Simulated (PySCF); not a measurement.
**BCl2F (SMILES FB(Cl)Cl) at B2PLYP/STO-6G**

What is the vertical singlet–triplet gap of BCl2F at B2PLYP/STO-6G? The job is set up through a Python script.

Program for the calculation: PySCF 2.14.0.

4 further runs of the same task are left out: 4 set aside as unsound or not needed.

### Step 1. The molecule

BCl2F: 4 atoms, total charge 0, spin state singlet. SMILES: `FB(Cl)Cl`. The shape is that of a GFN2-xTB optimisation.

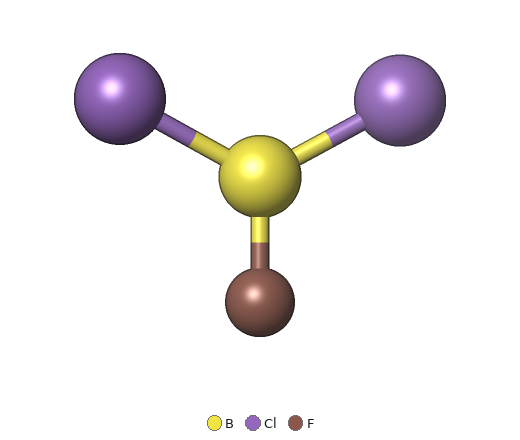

Viewed from a chosen angle; boron yellow, chlorine purple, fluorine brown.

### Step 2. The energy at B2PLYP/STO-6G

job.py

```python
from pyscf import gto, dft, mp

system = gto.Mole()
system.atom = '''
B     -0.071583    -0.119450    -0.000907
Cl     3.158809    -0.277109     0.025984
Cl    -1.727644     2.659090    -0.032106
F     -1.359582    -2.262531     0.007030
'''
system.verbose = 3
system.basis = 'sto-6g'
system.charge = 0
system.unit = 'bohr'
system.max_memory = 1860
system.spin = 0
system.build()

mf = dft.RKS(system, xc='0.53*HF + 0.47*B88, 0.73*LYP')
mf.conv_tol = 1e-10
mf.grids.level = 5
mf.kernel()
if not mf.converged:
    mf = mf.newton().run(mf.mo_coeff, mf.mo_occ)

pt = mp.MP2(mf, frozen=12).run()
etot = mf.e_tot + 0.27 * pt.e_corr
print('PT2 part  %.8f' % (0.27 * pt.e_corr))
print('E(%s) = %.9f' % ('B2PLYP', etot))
```

On the command line:

```sh
$ OMP_NUM_THREADS=1 python job.py
```

Log:

```text
converged SCF energy = -1040.97448164502
E(RMP2) = -1041.08508545075  E_corr = -0.110603805732891
E(SCS-RMP2) = -1041.08400660922  E_corr = -0.109524964202123
PT2 part  -0.02986303
E(B2PLYP) = -1041.004344673
```

Run time: 4.8 s. Hardware: 1 thread of Intel Xeon Platinum 8488C (Sapphire Rapids), shared host; peak memory 0.23 GiB.

### Step 3. The triplet

input.py

```python
from pyscf import gto, dft, mp

system = gto.Mole()
system.atom = [
    ('B', (-0.037880, -0.063210, -0.000480)),
    ('Cl', (1.671570, -0.146640, 0.013750)),
    ('Cl', (-0.914230, 1.407130, -0.016990)),
    ('F', (-0.719460, -1.197280, 0.003720)),
]
system.max_memory = 1860
system.spin = 2
system.basis = 'sto-6g'
system.verbose = 4
system.build()

ks = dft.UKS(system, xc='0.53*HF + 0.47*B88, 0.73*LYP')
ks.conv_tol = 1e-10
ks.grids.level = 5
ks.kernel()
if not ks.converged:
    ks = ks.newton().run(ks.mo_coeff, ks.mo_occ)

pt = mp.MP2(ks, frozen=12).run()
e_tot = ks.e_tot + 0.27 * pt.e_corr
print('PT2 part  %.8f' % (0.27 * pt.e_corr))
print('E(%s) = %.9f' % ('B2PLYP', e_tot))
```

On the command line:

```sh
$ OMP_NUM_THREADS=1 python input.py
```

Log:

```text
PySCF version 2.14.0

[INPUT] num. atoms = 4
[INPUT] num. electrons = 48
[INPUT] charge = 0
[INPUT] spin (= nelec alpha-beta = 2S) = 2
[INPUT] symmetry False subgroup None
[INPUT] Mole.unit = angstrom
[INPUT] Symbol           X                Y                Z      unit          X                Y                Z       unit  Magmom
[INPUT]  1 B     -0.037880000000  -0.063210000000  -0.000480000000 AA   -0.071582825599  -0.119449588334  -0.000907068540 Bohr   0.0
[INPUT]  2 Cl     1.671570000000  -0.146640000000   0.013750000000 AA    3.158809498039  -0.277109438906   0.025983734213 Bohr   0.0
[INPUT]  3 Cl    -0.914230000000   1.407130000000  -0.016990000000 AA   -1.727644314861   2.659090321659  -0.032106446856 Bohr   0.0
[INPUT]  4 F     -0.719460000000  -1.197280000000   0.003720000000 AA   -1.359582357580  -2.262531294419   0.007029781183 Bohr   0.0

nuclear repulsion = 183.247378429857
number of shells = 16
number of NR pGTOs = 168
number of NR cGTOs = 28
basis = sto-6g
ecp = {}

******** <class 'pyscf.dft.uks.UKS'> ********
method = UKS
initial guess = minao
damping factor = 0
level_shift factor = 0
DIIS = <class 'pyscf.scf.diis.CDIIS'>
diis_start_cycle = 1
diis_space = 8
diis_damp = 0
SCF conv_tol = 1e-10
SCF conv_tol_grad = None
SCF max_cycles = 50
direct_scf = True
direct_scf_tol = 1e-13
number electrons alpha = 25  beta = 23
XC library pyscf.dft.libxc version 7.0.0
    S. Lehtola, C. Steigemann, M. J.T. Oliveira, and M. A.L. Marques.,  SoftwareX 7, 1–5 (2018)
XC functionals = 0.53*HF + 0.47*B88, 0.73*LYP
    A. D. Becke.,  Phys. Rev. A 38, 3098 (1988)
    C. Lee, W. Yang, and R. G. Parr.,  Phys. Rev. B 37, 785 (1988)
    B. Miehlich, A. Savin, H. Stoll, and H. Preuss.,  Chem. Phys. Lett. 157, 200 (1989)
radial grids:
    Treutler-Ahlrichs [JCP 102, 346 (1995); DOI:10.1063/1.469408] (M4) radial grids

becke partition: Becke, JCP 88, 2547 (1988); DOI:10.1063/1.454033
pruning grids: <function nwchem_prune>
grids dens level: 5
symmetrized grids: False
atomic radii adjust function: <function treutler_atomic_radii_adjust>
small_rho_cutoff = 0
Set gradient conv threshold to 1e-05
tot grids = 173136
init E= -1041.05039203758
[... the frontier-level lines of each cycle are left out ...]


cycle= 1 E= -1040.6277857617  delta_E= 0.423  |g|= 0.247  |ddm|=  2.3


cycle= 2 E= -1040.51682160594  delta_E= 0.111  |g|= 0.51  |ddm|= 1.46


cycle= 3 E= -1040.68751923802  delta_E= -0.171  |g|= 0.0322  |ddm|= 1.01


cycle= 4 E= -1040.69012094947  delta_E= -0.0026  |g|= 0.0325  |ddm|= 0.186


cycle= 5 E= -1040.69144123141  delta_E= -0.00132  |g|= 0.0274  |ddm|= 0.0782


cycle= 6 E= -1040.69402266762  delta_E= -0.00258  |g|= 0.0252  |ddm|= 0.224


cycle= 7 E= -1040.69580668891  delta_E= -0.00178  |g|= 0.0151  |ddm|= 0.208


cycle= 8 E= -1040.69667259532  delta_E= -0.000866  |g|= 0.00244  |ddm|= 0.253


cycle= 9 E= -1040.69667676476  delta_E= -4.17e-06  |g|= 0.00145  |ddm|= 0.00809


cycle= 10 E= -1040.69668295401  delta_E= -6.19e-06  |g|= 0.000483  |ddm|= 0.0193


cycle= 11 E= -1040.69668319988  delta_E= -2.46e-07  |g|= 0.000181  |ddm|= 0.00114


cycle= 12 E= -1040.69668331083  delta_E= -1.11e-07  |g|= 6.19e-05  |ddm|= 0.00305


cycle= 13 E= -1040.6966833139  delta_E= -3.07e-09  |g|= 2.21e-05  |ddm|= 0.000241


cycle= 14 E= -1040.69668331434  delta_E= -4.42e-10  |g|= 6.65e-06  |ddm|= 5.55e-05


cycle= 15 E= -1040.6966833144  delta_E= -6.34e-11  |g|= 2.12e-06  |ddm|= 1.97e-05


Extra cycle  E= -1040.69668331442  delta_E= -2.21e-11  |g|= 1.94e-06  |ddm|= 1.49e-05
converged SCF energy = -1040.69668331442  <S^2> = 2.0062708  2S+1 = 3.0041776

******** <class 'pyscf.mp.ump2.UMP2'> ********
nocc = (np.int64(13), np.int64(11)), nmo = (16, 16)
frozen orbitals 12
E(UMP2) = -1040.78727233341  E_corr = -0.0905890189894701
E(SCS-UMP2) = -1040.78145199965  E_corr = -0.0847686852266012
E_corr(same-spin) = -0.0276209279547264
E_corr(oppo-spin) = -0.0629680910347436
PT2 part  -0.02445904
E(B2PLYP) = -1040.721142350
```

Wall time 11 s (1 thread of Intel Xeon Platinum 8488C (Sapphire Rapids), shared host); peak memory 0.24 GiB.

### Step 4. What came out

At B2PLYP/STO-6G, 12 core orbitals frozen:

```
                                                         quantity           value
                                            singlet: total energy  -1041.00434 Eh
                                singlet: dipole moment (SCF part)          1.08 D
                       singlet: HOMO energy (SCF part's orbitals)        -9.29 eV
                       singlet: LUMO energy (SCF part's orbitals)         2.89 eV
                     singlet: HOMO–LUMO gap (SCF part's orbitals)        12.18 eV
                                            triplet: total energy  -1040.72114 Eh
                                triplet: dipole moment (SCF part)          2.09 D
triplet: HOMO energy (SCF part's orbitals) (highest over α and β)        -2.51 eV
                                                    triplet: ⟨S²⟩           2.006
                 vertical energy of the triplet above the singlet        7.706 eV
```

In words: At this shape the triplet lies 7.71 eV (178 kcal/mol) above the singlet. In a minimal basis such a difference can be off by several eV, whatever the method. Mulliken charges (singlet) run from -0.17 on Cl3 to +0.45 on B1.
